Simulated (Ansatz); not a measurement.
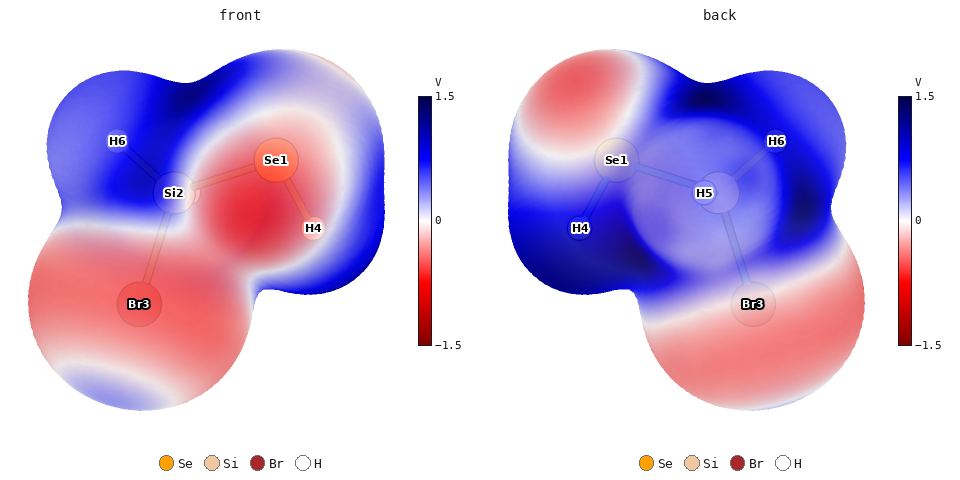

BrH$_{3}$SeSi (SMILES [SeH][SiH2]Br). The electrostatic potential painted on the density surface at 0.002 e/bohr³, seen from the front and from behind; red is negative and blue positive.

The calculation used SCF B3LYP, Gaussian basis in Ansatz.

```xyz
6

Se   -1.2240   -1.3740   -0.1533
Si    0.4564    0.0645    0.3323
Br   -0.3076    2.2010    0.3345
H    -1.3998   -0.6092   -1.5166
H     1.5165   -0.0872   -0.6988
H     1.0007   -0.2591    1.6557
```

> Which sites attract a positive test charge, and which a negative one?

A positive charge is drawn to the negative regions and a negative charge to the positive ones. The most negative region (about −0.6 V) lies over Se1, the most positive (about +1.4 V) over Si2. Br3 shows a σ-hole: about +0.3 V at the tip opposite its bond, against about −0.4 V on its flanks.
